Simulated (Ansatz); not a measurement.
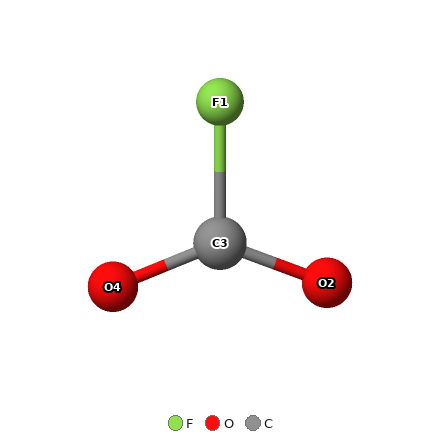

The system is CFO₂, charge −1; the picture shows the reference structure. The turn is about an axis along (−0.53, 0.85, 0.01) in the frame of the relaxed pair, normal to the line between the partners. Coordinates scanned: (1) distance C3···F1; (2) turn of F1 about C3. Grid: 11 × 11 points; 59 points were computed and 48 follow by symmetry. At 14 points there is no value (left out of the scan, as a rule where atoms come close). Energies are in kJ/mol, from the lowest grid point. Energies and slopes of some neighbouring points disagree (a jump in structure or state, or too coarse a mesh). The calculation used Ansatz 0.2.0, RKS B3LYP-D4/def2-TZVPD.

Its coordinates:

| atom | x (Å) | y (Å) | z (Å) |
| --- | --- | --- | --- |
| F | -0.0957 | -0.0500 | -1.3425 |
| O | -0.9192 | -0.5777 | 0.6853 |
| C | 0.0110 | 0.0057 | 0.1538 |
| O | 1.0039 | 0.6219 | 0.5035 |

Range: distance C3···F1 from 1.261 to 3.261 Å; turn of F1 about C3 from −90 to 90°.

Question: What will the energy surface look like?

Answer: The lowest grid point is at distance C3···F1 = 1.471 Å, turn of F1 about C3 = 0°. The highest grid point, distance C3···F1 = 1.471 Å, turn of F1 about C3 = −72°, lies 2328 kJ/mol above the lowest.

| turn of F1 about C3 ↓, distance C3···F1 → | 1.261 | 1.341 | 1.471 | 1.632 | 1.815 | 2.019 | 2.239 | 2.475 | 2.724 | 2.987 | 3.261 |
| --- | --- | --- | --- | --- | --- | --- | --- | --- | --- | --- | --- |
| 90 | – | – | – | – | – | 1521 | 952 | 756 | 530 | 386 | 323 |
| 72 | – | – | 2328 | 1490 | 979 | 733 | 569 | 431 | 345 | 304 | 287 |
| 54 | 1744 | 1540 | 1247 | 938 | 669 | 473 | 356 | 296 | 271 | 262 | 261 |
| 36 | 725 | 599 | 454 | 337 | 259 | 218 | 204 | 206 | 215 | 225 | 235 |
| 18 | 198 | 138 | 90 | 74 | 82 | 103 | 130 | 157 | 182 | 202 | 218 |
| 0 | 67 | 24 | 0 | 8 | 35 | 71 | 108 | 142 | 171 | 194 | 212 |
| −18 | 198 | 138 | 90 | 74 | 82 | 103 | 130 | 157 | 182 | 202 | 218 |
| −36 | 725 | 599 | 454 | 337 | 259 | 218 | 204 | 206 | 215 | 225 | 235 |
| −54 | 1744 | 1540 | 1247 | 938 | 669 | 473 | 356 | 296 | 271 | 262 | 261 |
| −72 | – | – | 2328 | 1490 | 979 | 733 | 569 | 431 | 345 | 304 | 287 |
| −90 | – | – | – | – | – | 1521 | 952 | 756 | 530 | 386 | 323 |

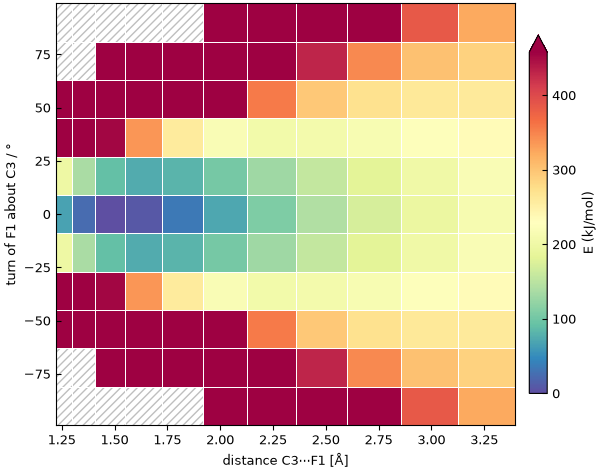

The picture shows one coloured cell a grid point, one colour for all values above the top of the scale, hatched blanks where no value was computed.

Each point was launched as `ansatz run input.yaml --threads 1 --pin off --max-ram 2560MiB --backend cpu --events-out ev --progress --plain --runs-dir out`. Time for the 59 points that were run: 4.3 min on 1 thread of Arm Neoverse V2, with other jobs on the host.
